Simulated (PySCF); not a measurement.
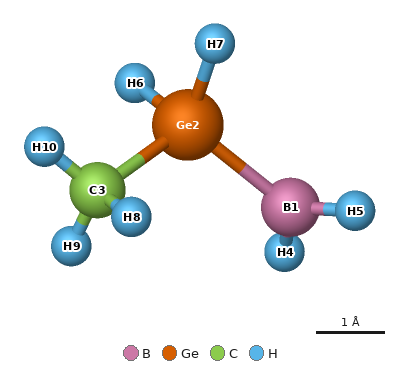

CH7BGe, before the relaxation. The picture is a ball-and-stick view, seen at a tilt.

The start comes from GFN2-xTB. Its atoms were then displaced at random by about 0.01 Å.

Computed with PySCF, PBE0-D3(BJ)/def2-SVP geometry optimisation, gas phase.

```xyz
10

B     1.8947   -0.2144    0.0376
Ge    0.1009    0.6932   -0.2888
C    -1.4199   -0.4858    0.2202
H     2.3604   -0.9182   -0.7585
H     2.4560   -0.0447    1.0212
H    -0.1721    1.0967   -1.7185
H    -0.1163    1.9900    0.4506
H    -1.3205   -0.7358    1.2778
H    -1.3746   -1.4001   -0.3270
H    -2.3582   -0.0017    0.0645
```

Where does the relaxation end?

Answer. The largest move after the best rigid fit is that of H6, 0.082 Å. By element the largest moves are H 0.082 Å, Ge 0.063 Å, C 0.038 Å, B 0.036 Å. Near-neighbour distances that change, for instance: B1–H5 1.145 → 1.209 Å, B1–H4 1.160 → 1.209 Å, Ge2–H6 1.510 → 1.545 Å, C3–H10 1.067 → 1.099 Å. Bond angles that change, for instance: H6–Ge2–H7 102.0° → 107.3°, B1–Ge2–C3 111.6° → 108.4°, B1–Ge2–H7 115.6° → 112.6°. After 3 geometry steps the energy has fallen by 18.5 kJ/mol.

History of the run:

| step | E − E(0), kJ/mol |
| --- | --- |
| 0 | 0.00 |
| 1 | -18.02 |
| 2 | -18.48 |
| 3 | -18.50 |

Final geometry:

```xyz
10

B     1.8623   -0.1999    0.0298
Ge    0.0555    0.7311   -0.3092
C    -1.3875   -0.4929    0.2384
H     2.3477   -0.9387   -0.7946
H     2.4424   -0.0723    1.0826
H    -0.1576    1.0852   -1.7981
H    -0.0991    2.0381    0.5005
H    -1.3031   -0.7374    1.3067
H    -1.3508   -1.4248   -0.3429
H    -2.3594   -0.0094    0.0656
```

The end point in the same view:

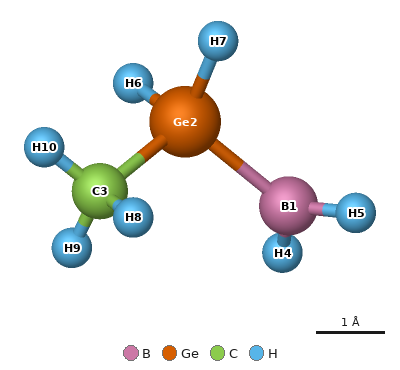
